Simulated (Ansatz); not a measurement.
**CCSDT/6-31G run of H3O+ (SMILES [OH3+])**

Aim: the energy change on altering one bond length of H3O+ at CCSDT/6-31G, from 2 runs. 

The results are computed with Ansatz 0.2.0.

## (1) The structure to begin with

H3O+: 4 atoms, total charge +1, spin state singlet. SMILES: `[OH3+]`. The shape is that of a PBE0-D4/def2-TZVP optimisation.

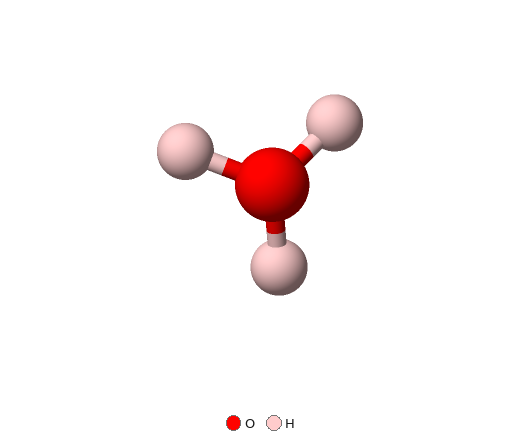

The structure, seen from a chosen angle (oxygen red, hydrogen pink).

## (2) A single-point energy at CCSDT/6-31G

Input file in.yaml:

```yaml
crystal:
  periodic: [false, false, false]
  atoms:
    - symbol: O
      position_ang: [0.181970, -0.056700, -0.052760]
    - symbol: H
      position_ang: [0.219060, 0.918440, 0.015140]
    - symbol: H
      position_ang: [-0.408890, -0.368290, -0.767380]
    - symbol: H
      position_ang: [0.007860, -0.493450, 0.805020]
basis:
  gaussian:
    orbitals: 6-31G
accuracy: high
correlation:
  method: ccsdt
  frozen_orbitals: {H: 0, O: 1}
scf:
  omitted_lower_state_checks: [cluster_reference, increment]
total_charge: 1
```

Launch:

```console
$ ansatz run in.yaml --threads 1 --pin off --max-ram 3480MiB --events-out events.jsonl --progress --plain --runs-dir runs
```

What it wrote, cut to the lines that bear on the results:

```text
Warning: RAYON_NUM_THREADS=1 ignored (pool sized by the plan → 1); use --threads N
Functional definition: HF
  name "HF"
[...]
282 factors; integrals over basis functions are off by at most 3.3e-9 eV
[...]
mean field -2075.37207305 eV, -76.2685169468 hartree, gradient 8.2e-9 eV, S^2 0.000000; 0 other end points of the search recorded, 0 dependent functions left out
1 core orbitals not correlated: weight in the atoms' cores, before any rotation towards them, 1.000 or more for the frozen orbitals, at most 0.000 for the correlated occupied ones
reference -2075.37207305 eV, -76.2685169468 hartree; 4, 4 occupied and 10, 10 virtual orbitals, 282 factors
second order -3.51553674 eV of doubles, -0.00000000 eV of singles
cycle   1  -3.60669138 eV  change   -9.1e-2 eV  update   3.7e-2
[...]
cycle  18  -3.76214549 eV  change   3.2e-10 eV  update  2.5e-10
Total energy: -2079.13421854 eV, -76.4067732434 hartree
Checks for a lower state left out: cluster_reference, increment
```

It took 0.16 s on 1 thread of Arm Neoverse V2, shared host.

## (3) The distorted shape at the same level

Input file in.yaml:

```yaml
basis:
  gaussian:
    orbitals: 6-31G
crystal:
  periodic: [false, false, false]
  atoms:
    - {symbol: O, position_ang: [0.225491, 0.052472, -0.267175]}
    - {symbol: H, position_ang: [0.262581, 1.027612, -0.199275]}
    - {symbol: H, position_ang: [-0.365369, -0.259118, -0.981795]}
    - {symbol: H, position_ang: [0.007860, -0.493450, 0.805020]}
total_charge: 1
correlation:
  method: ccsdt
  frozen_orbitals: {H: 0, O: 1}
accuracy: high
scf:
  omitted_lower_state_checks: [cluster_reference, increment]
```

Launch:

```console
$ ansatz run in.yaml --threads 1 --pin off --max-ram 3480MiB --events-out events.jsonl --progress --plain --runs-dir runs
```

What it wrote, cut to the lines that bear on the results:

```text
Warning: RAYON_NUM_THREADS=1 ignored (pool sized by the plan → 1); use --threads N
[... 2 set-up lines as earlier in the session ...]
[...]
283 factors; integrals over basis functions are off by at most 3.6e-9 eV
[...]
mean field -2074.41988444 eV, -76.2335246608 hartree, gradient 1.5e-8 eV, S^2 0.000000; 0 other end points of the search recorded, 0 dependent functions left out
1 core orbitals not correlated: weight in the atoms' cores, before any rotation towards them, 1.000 or more for the frozen orbitals, at most 0.000 for the correlated occupied ones
reference -2074.41988444 eV, -76.2335246608 hartree; 4, 4 occupied and 10, 10 virtual orbitals, 283 factors
second order -3.73381365 eV of doubles, -0.00000000 eV of singles
cycle   1  -3.78751204 eV  change   -5.4e-2 eV  update   4.5e-2
[...]
cycle  20  -3.98655231 eV  change  -1.7e-10 eV  update  1.2e-10
Total energy: -2078.40643675 eV, -76.3800277559 hartree
Checks for a lower state left out: cluster_reference, increment
```

It took 0.16 s on 1 thread of Arm Neoverse V2, shared host.

## (4) Summary of results

Level: CCSDT/6-31G, 1 core orbital frozen.

```
                                                         quantity         value
                                        first shape: total energy  -76.40677 Eh
          first shape: correlation energy (1 core orbital frozen)    -138.3 mEh
                                       first shape: T1 diagnostic         0.007
                                    distorted shape: total energy  -76.38003 Eh
      distorted shape: correlation energy (1 core orbital frozen)    -146.5 mEh
                                   distorted shape: T1 diagnostic         0.010
energy change with the O1–H4 bond stretched from 0.978 to 1.223 Å      0.728 eV
```

With the O1–H4 bond stretched from 0.978 to 1.223 Å the energy rises by 0.73 eV (70.2 kJ/mol). The first shape isn't relaxed at this level, so the change isn't measured from a minimum.
